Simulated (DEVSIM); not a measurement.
Structure: abrupt CdTe p-n junction, at 300 K.

| layer (left to right) | material | thickness (μm) | Nd (cm⁻³) | Na (cm⁻³) | τn (s) | τp (s) |
|---|---|---|---|---|---|---|
| 1 | CdTe | 1.30 | - | 5.1e16 | 6.7e-9 | 6.7e-9 |
| 2 | CdTe | 3.30 | 1.9e17 | - | 6.7e-9 | 6.7e-9 |

Left contact: ohmic. Right contact: ohmic. Voltage is applied to the left contact. Recombination: SRH at mid-gap, Auger. Mobility is μmin + (μ − μmin)/(1 + (N/Nref)^α).

Constants are typed, rounded textbook-type inputs, not results; the design itself was drawn at random and stands for no fabricated device. Values at 300 K.

```
parameter        CdTe
-------------  ------
gap (eV)          1.5
affinity (eV)    4.28
permittivity     10.2
Nc (cm⁻³)        8e17
Nv (cm⁻³)      1.8e19
μn (cm²/Vs)      1000
μp (cm²/Vs)        80
μn,min            100
μp,min             10
Nref,n           1e17
Nref,p           1e17
αn                0.6
αp                0.6
Cn (cm⁶/s)      1e-30
Cp (cm⁶/s)      1e-30
```

Model (solved in DEVSIM): 1D drift-diffusion, Boltzmann statistics, complete ionisation; no tunnelling, impact ionisation, image-force lowering or self-heating.

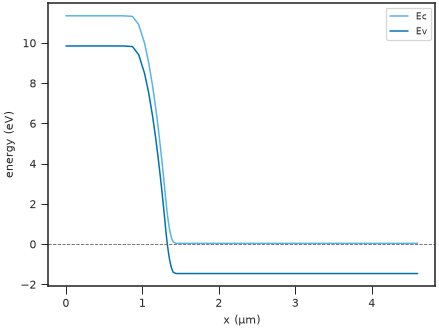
Figure. Band edges at -10.0 V on the left contact

Energies count from the Fermi level of the right contact; mesh points crowd at the junctions.

```csv
x (μm),Ec (eV),Ev (eV),n (cm⁻³),p (cm⁻³),field (V/cm)
0.000,11.348,9.848,< 1e2,5.1e16,≈ 0
0.02371,11.348,9.848,< 1e2,5.1e16,≈ 0
0.06629,11.348,9.848,< 1e2,5.1e16,≈ 0
0.1530,11.348,9.848,< 1e2,5.1e16,≈ 0
0.3973,11.348,9.848,< 1e2,5.1e16,≈ 0
0.7481,11.348,9.848,< 1e2,5.1e16,-26
1.029,9.976,8.476,< 1e2,300,-160000
1.200,5.977,4.477,< 1e2,< 1e2,-310000
1.258,4.015,2.515,< 1e2,< 1e2,-360000
1.291,2.790,1.290,< 1e2,< 1e2,-390000
1.309,2.072,0.572,< 1e2,< 1e2,-370000
1.357,0.697,-0.803,1500000,< 1e2,-210000
1.437,0.039,-1.461,1.8e17,< 1e2,-2500
1.583,0.037,-1.463,1.9e17,< 1e2,≈ 0
2.019,0.037,-1.463,1.9e17,< 1e2,≈ 0
2.749,0.037,-1.463,1.9e17,< 1e2,≈ 0
3.591,0.037,-1.463,1.9e17,< 1e2,≈ 0
4.103,0.037,-1.463,1.9e17,< 1e2,≈ 0
4.409,0.037,-1.463,1.9e17,< 1e2,≈ 0
4.511,0.037,-1.463,1.9e17,< 1e2,≈ 0
4.567,0.037,-1.463,1.9e17,< 1e2,≈ 0
4.600,0.037,-1.463,1.9e17,< 1e2,≈ 0
```
